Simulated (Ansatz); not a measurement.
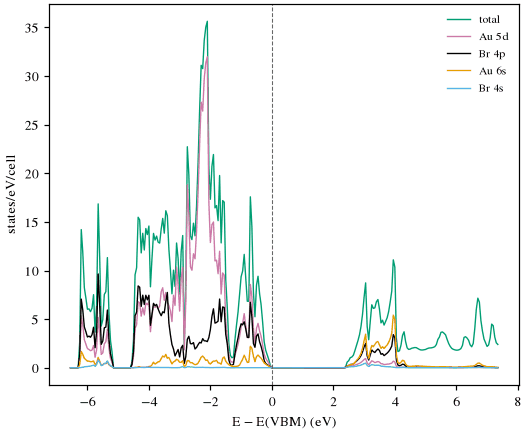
Figure. Total and projected density of states of AuBr in space group I4_1/amd (No. 141; Au on 8c, Br on 8e), plane-wave PAW r²SCAN (Ansatz code)

Q: Which orbitals carry the states next to the gap?

A: Top 1 eV of the valence band: Au 5d 48 %, Br 4p 39 %, Au 6s 12 %. Bottom 1 eV of the conduction band: Au 6s 36 %, Br 4p 29 %, Au 5d 12 %, Br 4s 6 %, outside the projected shells 18 %. Projections are on Löwdin-orthogonalised atomic valence shells; empty p or d shells of many metals are not among them.

Q: Where is the tallest occupied peak in this window, and what makes it?

A: Near -2.1 eV, about 36 states/eV per cell; the largest projected share is Au 5d.

The workflow started from an entry of the Crystallography Open Database (COD), which files this formula under 2 space groups. Its standing as an ambient phase is unchecked. Symmetry was held in the r²SCAN relaxation; whether a distortion lowers the energy is not shown. Spin–orbit coupling is left out wherever it is not named.

Potentials: the later of the program's two PAW sets.
